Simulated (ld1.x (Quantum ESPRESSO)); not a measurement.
| Item | Value |
| --- | --- |
| Element | rhenium |
| Generator | ld1.x (Quantum ESPRESSO) 7.5 |
| Type | norm-conserving Troullier–Martins (Kleinman–Bylander form) |
| Functional | PW91 |
| Relativity | scalar-relativistic |
| Frozen core | [Kr] 4d10 4f14 |
| Valence charge | 15 |
| Reference configuration | 5s2 5p6 5d5 6s1.75 6p0.25 |
| Partial waves | 5s (bound): rc 1.80 bohr; 5p (bound): rc 2.00 bohr; 5d (bound): rc 1.70 bohr |
| Local potential | the d channel |
| Core correction | a·sin(br)/r model core, default radius (core density twice the valence density) |

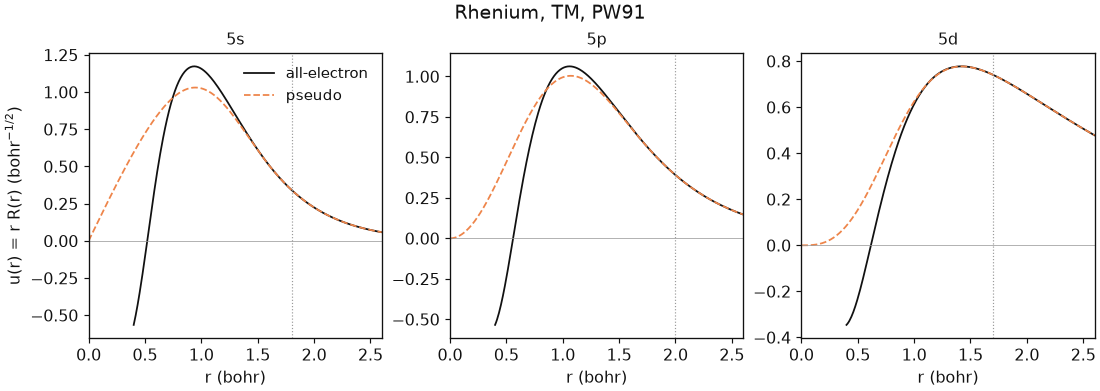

All-electron valence functions (solid) with their pseudo partners (dashed). Dotted lines mark the matching radii. The all-electron curves start outside the innermost oscillations, which aren't drawn.

Pseudo-waves: 5s has no node; 5p has no node; 5d has no node.

* Reference test: the pseudo-atom misses its own reference levels by up to 0.32 eV, so its errors come from the construction itself
* Cutoffs needed: 40 Ry and 60 Ry (the cutoffs, on a coarse ladder, from which the occupation-weighted sum of valence levels, in a spherical-Bessel basis at the reference potential, stays within 10 and 1 mRy of its value at 400 Ry)
* Ghost test: no ghost state below the valence levels in the s, p, d, f channels (spherical-Bessel basis up to 400 Ry, 20 bohr box)
* Largest excitation error: -587 meV (all-electron minus pseudo) for 5s1 5p6 5d5 6s2 6p0, out of 7 test configurations
